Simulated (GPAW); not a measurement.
**A GW chain in GPAW: CaMoO4 (I4_1/a)**

Wanted: ground state, empty states, screening and self-energy for CaMoO4 (I4_1/a).

Program: GPAW 26.7.0. Level of theory: LDA and many-body steps on it, plane waves. Results are calculated unless marked as measured.

**What was measured.**

- Gap 4.5 ± 0.05 eV: direct optical gap from absorption edge; optical absorption; bulk crystal (thin platelet cleaved from flux-grown single crystal) (“The high-pressure behavior of CaMoO4”, 2017, arxiv:1709.09825).

This is a report of a sequence of runs, with most program output left out.

### 1. Starting point

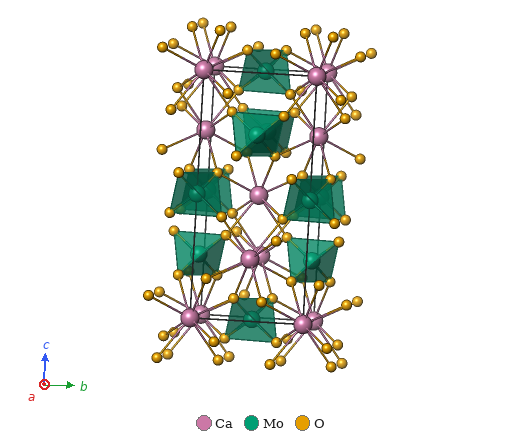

The cell as given, slightly off an axis (calcium pink, molybdenum teal, oxygen orange). This picture shows the conventional cell, with its axes. Some periodic images of atoms are drawn too.

The cell and positions come from the Crystallography Open Database and are kept as given unless a step says otherwise.

### 2. Ground state

This step: GPAW 26.7.0; DFT, LDA, plane waves, PAW.

The ground-state density comes first.

The input, run.py:

```python
import json
import numpy as np
from gpaw.mpi import world
from ase import Atoms
from gpaw import GPAW, PW, FermiDirac

atoms = Atoms(['Ca', 'Ca', 'Mo', 'Mo', 'O', 'O', 'O', 'O', 'O', 'O', 'O', 'O'],
    cell=[[-2.6118000000, 2.6118000000, 5.7142500000],
      [2.6118000000, -2.6118000000, 5.7142500000],
      [2.6118000000, 2.6118000000, -5.7142500000]],
    scaled_positions=[[0.7500000000, 0.2500000000, 0.5000000000],
      [0.0000000000, 0.0000000000, 0.0000000000],
      [0.2500000000, 0.7500000000, 0.5000000000],
      [0.5000000000, 0.5000000000, 0.0000000000],
      [0.5777600000, 0.9824600000, 0.8914200000],
      [0.7324600000, 0.3410400000, 0.9047000000],
      [0.0910400000, 0.6863400000, 0.1085800000],
      [0.4363400000, 0.8277600000, 0.0953000000],
      [0.1722400000, 0.2675400000, 0.6085800000],
      [0.0175400000, 0.9089600000, 0.5953000000],
      [0.6589600000, 0.5636600000, 0.3914200000],
      [0.3136600000, 0.4222400000, 0.4047000000]],
    pbc=(True, True, True))
calc = GPAW(mode=PW(600),
    xc='LDA',
    kpts={'size': (6, 6, 6), 'gamma': True},
    occupations=FermiDirac(0.001),
    nbands=-12,
    convergence={'density': 1e-6, 'bands': -3},
    maxiter=100,
    txt='gs.txt')
atoms.calc = calc
res = {'energy': atoms.get_potential_energy(), 'forces': atoms.get_forces(), 'stress': atoms.get_stress()}
kpts = calc.get_ibz_k_points()
res['kpts'] = kpts
res['eigenvalues'] = [calc.get_eigenvalues(kpt=k) for k in range(len(kpts))]
res['n_electrons'] = calc.get_number_of_electrons()
calc.write('gs.gpw')

if world.rank == 0:
    with open('result.json', 'w') as f:
        json.dump(res, f, default=lambda x: x.tolist())
```

The run is started by

```
> mpirun -n 8 gpaw python run.py
```

Elapsed: 3.7 min, on 8 MPI ranks of Arm Neoverse V1, shared host; peak memory 2 GiB; 20 min of CPU time.

Numbers from this step:

- total energy: -108.3725 eV
- gap: 3.354 eV
- k of the valence top: 0, 0, 0
- k of the conduction bottom: 0, 0, 0
- least direct gap: 3.354 eV
- pressure: -13.06 GPa

The gap is direct, at Γ. The pressure of -13 GPa says that this functional would shrink the cell; it is kept.

### 3. Bands along the symmetry lines

The cheap functional maps the bands first; the places of the edges decide which points the dearer methods must see.

The input, run.py:

```python
import json
import numpy as np
from gpaw.mpi import world
from gpaw import GPAW

path = [[0.000000, 0.000000, 0.000000],
    [0.000000, 0.000000, 0.062500],
    [0.000000, 0.000000, 0.125000],
    [0.000000, 0.000000, 0.187500],
    [0.000000, 0.000000, 0.250000],
    [0.000000, 0.000000, 0.312500],
    [0.000000, 0.000000, 0.375000],
    [0.000000, 0.000000, 0.437500],
    [0.000000, 0.000000, 0.500000],
    [0.031250, 0.031250, 0.468750],
    [0.062500, 0.062500, 0.437500],
    [0.093750, 0.093750, 0.406250],
    [0.125000, 0.125000, 0.375000],
    [0.156250, 0.156250, 0.343750],
    [0.187500, 0.187500, 0.312500],
    [0.218750, 0.218750, 0.281250],
    [0.250000, 0.250000, 0.250000],
    [0.218750, 0.281250, 0.218750],
    [0.187500, 0.312500, 0.187500],
    [0.156250, 0.343750, 0.156250],
    [0.125000, 0.375000, 0.125000],
    [0.093750, 0.406250, 0.093750],
    [0.062500, 0.437500, 0.062500],
    [0.031250, 0.468750, 0.031250],
    [0.000000, 0.500000, 0.000000],
    [0.000000, 0.437500, 0.000000],
    [0.000000, 0.375000, 0.000000],
    [0.000000, 0.312500, 0.000000],
    [0.000000, 0.250000, 0.000000],
    [0.000000, 0.187500, 0.000000],
    [0.000000, 0.125000, 0.000000],
    [0.000000, 0.062500, 0.000000],
    [0.000000, 0.000000, 0.000000],
    [0.062500, 0.062500, -0.062500],
    [0.125000, 0.125000, -0.125000],
    [0.187500, 0.187500, -0.187500],
    [0.250000, 0.250000, -0.250000],
    [0.312500, 0.312500, -0.312500],
    [0.375000, 0.375000, -0.375000],
    [0.437500, 0.437500, -0.437500],
    [0.500000, 0.500000, -0.500000],
    [0.475278, 0.524722, -0.475278],
    [0.450557, 0.549443, -0.450557],
    [0.425835, 0.574165, -0.425835],
    [0.401114, 0.598886, -0.401114],
    [0.376392, 0.623608, -0.376392],
    [0.351671, 0.648329, -0.351671],
    [0.326949, 0.673051, -0.326949],
    [0.302228, 0.697772, -0.302228],
    [-0.302228, 0.302228, 0.302228],
    [-0.264449, 0.264449, 0.264449],
    [-0.226671, 0.226671, 0.226671],
    [-0.188892, 0.188892, 0.188892],
    [-0.151114, 0.151114, 0.151114],
    [-0.113335, 0.113335, 0.113335],
    [-0.075557, 0.075557, 0.075557],
    [-0.037778, 0.037778, 0.037778],
    [0.000000, 0.000000, 0.000000],
    [0.000000, 0.000000, 0.500000],
    [-0.013057, 0.013057, 0.500000],
    [-0.026114, 0.026114, 0.500000],
    [-0.039171, 0.039171, 0.500000],
    [-0.052228, 0.052228, 0.500000],
    [-0.065285, 0.065285, 0.500000],
    [-0.078342, 0.078342, 0.500000],
    [-0.091399, 0.091399, 0.500000],
    [-0.104456, 0.104456, 0.500000],
    [0.500000, 0.500000, -0.104456],
    [0.500000, 0.500000, -0.153899],
    [0.500000, 0.500000, -0.203342],
    [0.500000, 0.500000, -0.252785],
    [0.500000, 0.500000, -0.302228],
    [0.500000, 0.500000, -0.351671],
    [0.500000, 0.500000, -0.401114],
    [0.500000, 0.500000, -0.450557],
    [0.500000, 0.500000, -0.500000]]
calc = GPAW('gs.gpw').fixed_density(kpts=path,
    symmetry='off',
    nbands=58,
    convergence={'bands': 54},
    txt='bands.txt')
res = {}
kpts = calc.get_ibz_k_points()
res['kpts'] = kpts
res['eigenvalues'] = [calc.get_eigenvalues(kpt=k) for k in range(len(kpts))]
res['n_electrons'] = calc.get_number_of_electrons()

if world.rank == 0:
    with open('result.json', 'w') as f:
        json.dump(res, f, default=lambda x: x.tolist())
```

The run is started by

```
> mpirun -n 8 gpaw python run.py
```

The job ended after 5.3 min (8 MPI ranks; peak memory 3 GiB).

Numbers from this step:

* gap: 3.354 eV
* k of the valence top: 0, 0, 0
* k of the conduction bottom: 0, 0, 0
* least direct gap: 3.354 eV

The gap is 3.354 eV, as in the run before at this level.

The electronic bands at the labelled points (eV, zero at the top of the highest filled band):

| point | band 45 | band 46 | band 47 | band 48 | band 49 | band 50 | band 51 | band 52 |
| --- | --- | --- | --- | --- | --- | --- | --- | --- |
| Γ | -0.70 | -0.33 | 0.00 | 0.00 | 3.35 | 3.79 | 4.12 | 4.16 |
| X | -0.57 | -0.57 | -0.46 | -0.46 | 3.68 | 3.68 | 4.22 | 4.22 |
| P | -0.56 | -0.56 | -0.50 | -0.50 | 3.68 | 3.68 | 4.22 | 4.22 |
| N | -0.62 | -0.56 | -0.34 | -0.27 | 3.74 | 3.91 | 3.98 | 4.18 |
| Γ | -0.70 | -0.33 | 0.00 | 0.00 | 3.35 | 3.79 | 4.12 | 4.16 |
| M | -0.44 | -0.44 | -0.07 | -0.07 | 3.58 | 3.58 | 3.85 | 3.85 |
| S | -0.60 | -0.47 | -0.33 | -0.15 | 3.77 | 3.82 | 3.98 | 4.05 |
| jump to S0 | -0.60 | -0.47 | -0.33 | -0.15 | 3.77 | 3.82 | 3.98 | 4.05 |
| Γ | -0.70 | -0.33 | 0.00 | 0.00 | 3.35 | 3.79 | 4.12 | 4.16 |
| jump to X | -0.57 | -0.57 | -0.46 | -0.46 | 3.68 | 3.68 | 4.22 | 4.22 |
| R | -0.64 | -0.53 | -0.41 | -0.34 | 3.64 | 3.78 | 4.14 | 4.18 |
| jump to G | -0.64 | -0.53 | -0.41 | -0.34 | 3.64 | 3.78 | 4.14 | 4.18 |
| M | -0.44 | -0.44 | -0.07 | -0.07 | 3.58 | 3.58 | 3.85 | 3.85 |

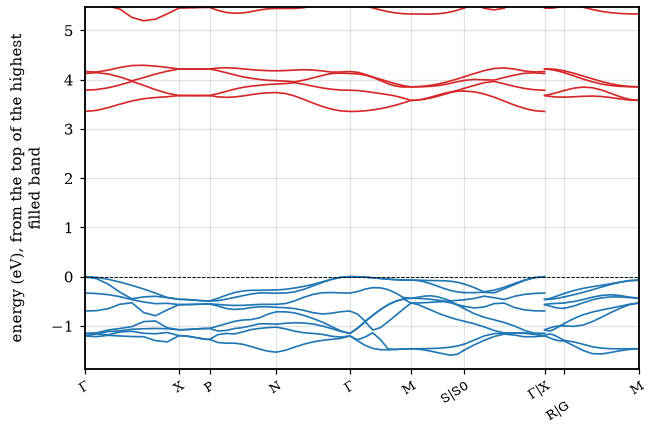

Electronic bands along the path; lines of filled and empty bands in two colours.

### 4. Empty states on the mesh, 4×4×4 mesh, 726 bands

The sums over transitions need many empty states on a uniform mesh; this step solves for them.

The input, run.py:

```python
import json
import numpy as np
from gpaw.mpi import world
from gpaw import GPAW

calc = GPAW('gs.gpw').fixed_density(kpts={'size': (4, 4, 4), 'gamma': True},
    parallel={'domain': 1, 'band': 1},
    txt='nscf.txt')
calc.diagonalize_full_hamiltonian(nbands=726)
calc.write('full.gpw', mode='all')
res = {}
kpts = calc.get_ibz_k_points()
res['kpts'] = kpts
res['eigenvalues'] = [calc.get_eigenvalues(kpt=k) for k in range(len(kpts))]
res['n_electrons'] = calc.get_number_of_electrons()

if world.rank == 0:
    with open('result.json', 'w') as f:
        json.dump(res, f, default=lambda x: x.tolist())
```

The run is started by

```
> mpirun -n 8 gpaw python run.py
```

Run time: 9.3 min. Hardware: 8 MPI ranks; peak memory 19 GiB; 60 min of CPU time.

This step gave:

| Property | Result |
| --- | --- |
| gap | 3.354 eV |
| k of the valence top | 0, 0, 0 |
| k of the conduction bottom | 0, 0, 0 |
| least direct gap | 3.354 eV |
| k points computed | 14 |
| lowest point of the top converged band, above the valence top | 145.5503 eV |

On this mesh the gap is 3.354 eV.

### 5. Screening and self-energy, 4×4×4 mesh, 117 bands, screening to 48 eV

G0W0 replaces the xc potential by the self-energy, built once from these orbitals. Only a window of levels is corrected, while the sums run over the empty bands that the input names.

This step: G0W0 on LDA, plane waves, PAW.

The input, run.py:

```python
import json
import numpy as np
from gpaw.mpi import world
from gpaw.response.g0w0 import G0W0

gw = G0W0('full.gpw',
    filename='gw',
    kpts=[0],
    bands=(46, 50),
    ecut=48,
    nbands=117,
    integrate_gamma='WS',
    ppa=True)
gw.calculate()
res = {mode: {k: v for k, v in r.items() if k != 'sigma_eskwn'}
       for mode, r in gw.all_results.items()}

if world.rank == 0:
    with open('result.json', 'w') as f:
        json.dump(res, f, default=lambda x: x.tolist())
```

The run is started by

```
> mpirun -n 8 gpaw python run.py
```

Wall time 9 min (8 MPI ranks); peak memory 7.2 GiB.

Numbers from this step:

| Property | Result |
| --- | --- |
| G0W0 gap on the points computed | 6.057 eV |
| least direct G0W0 gap on the computed points | 6.057 eV |
| Z at the valence top | 0.7782 |
| Z at the conduction bottom | 0.8188 |
| starting gap on the mesh | 3.354 eV |
| k of the valence top | 0, 0, 0 |
| k of the conduction bottom | 0, 0, 0 |

The gap on the mesh goes from 3.35 eV to 6.06 eV, a correction of +2.70 eV.

Limits: finite bands, cutoff and mesh; no spin-orbit coupling. v1 is the top filled band, c1 the lowest empty one. The levels before and after the correction (eV, zero at the valence-band top of each column):

|  | conduction bottom | valence top |
| --- | --- | --- |
| Kohn-Sham | 3.35 | 0.00 |
| G0W0 | 6.06 | 0.00 |

|  | level | energy (eV) |
| --- | --- | --- |
| Kohn-Sham | Γ v2-v1 | 0.000 |
| Kohn-Sham | Γ c1 | 3.354 |
| Kohn-Sham | Γ c2 | 3.785 |
| G0W0 | Γ v2-v1 | 0.000 |
| G0W0 | Γ c1 | 6.057 |
| G0W0 | Γ c2 | 6.544 |

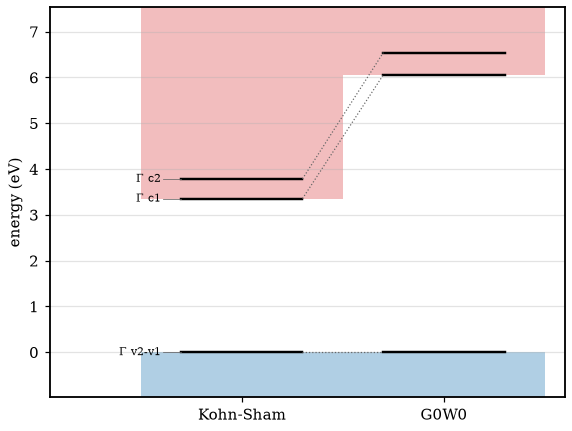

Levels before and after the correction. Shaded: valence and conduction bands.

### 6. Where the time went

Times are wall times on 8 MPI ranks of Arm Neoverse V1, shared host, good to a factor of about two.

| step | time | share | memory (GiB) |
| --- | --- | --- | --- |
| ground state | 3.7 min | 13 % | 2.0 |
| bands along the symmetry lines | 5.3 min | 19 % | 3.0 |
| empty states on the mesh | 9.3 min | 34 % | 19 |
| screening and self-energy | 9 min | 33 % | 7.2 |

### 7. Summary of results

| Quantity | Value |
| --- | --- |
| LDA gap | 3.35 eV, direct |
| G0W0 gap on the mesh | 6.06 eV |
| GW settings | 4×4×4 mesh, 117 bands, screening to 48 eV, Godby-Needs plasmon pole |
| known limits | not at the basis limit; no spin-orbit coupling |

G0W0 moves the gap on the mesh from 3.35 eV to 6.06 eV (+2.70 eV), with Z of 0.78 and 0.82 at the edges. Only 1 of the mesh's irreducible points was corrected, so a valley elsewhere could overtake. Against experiment, by G0W0@LDA: the direct gap of 6.06 eV lies +1.56 eV from the measured 4.5 ± 0.05 eV (direct, 2017). An exciton line or allowed optical edge lies below the quasiparticle gap by the binding energy; a forbidden edge can push the onset above it. The calculation has static nuclei and no excitons; a measured gap holds zero-point and thermal motion, which mostly lowers it. A miss this large is more than these effects usually give: tightly bound excitons can cover part of it, absorption edges can read low, one-shot GW can overshoot, and the runs shown don't tell these apart. Bands and cutoff are finite, so the gap is not at the basis limit. The miss can reach some tenths of an eV and take either sign; the mesh is an error of its own. These stock PAW sets were not made for GW. In the G0W0 run levels were corrected at 1 k point alone, so a gap called «on the mesh» is the least over those, and an edge elsewhere would be missed. The many-body steps are scalar-relativistic: spin-orbit coupling is not in them.

[Paths, hosts, dates, memory and timing lines, banners, echoed tables and standing remarks are left out of the program output.]

[Logs are printed without paths, hosts, clocks, repeated set-up lines and the standing remarks that a program may print on its own settings, such as how far it seeks lower states.]

[Runs of the session that timed out or met a known fault of the program may be left out.]

[Hosts, paths, dates, database ids (printed as entryN), source tags and the programs' standing remarks are cut or masked in the printed files.]
